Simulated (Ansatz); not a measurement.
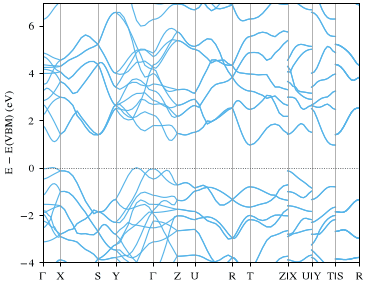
Fig. 1. Band structure from the program Ansatz at the r²SCAN level (PAW)

The gap is 0.94 eV; an edge lies off the plotted path or next to a special point (maximum on the Γ–X line, 56 % of the way from Γ, minimum off the standard path).

Task: Which compound is it?
A. Mg2GeSe4, Pnma (Pearson symbol oP28)
B. SiGe, Pmma (Si on 2e, Ge on 2f)
C. SnSe, Pnma (Sn on 4c, Se on 4c)
D. Hf3N4, Pnma (Pearson symbol oP28)

Result: C, SnSe, Pnma (Sn on 4c, Se on 4c)

The cell was relaxed with r²SCAN under the symmetry of its start. The volume moved by 45 % from the start of the relaxation. Scalar-relativistic: spin–orbit coupling is off unless named, which matters more the heavier the elements.

Potentials: the later of the program's two PAW sets.
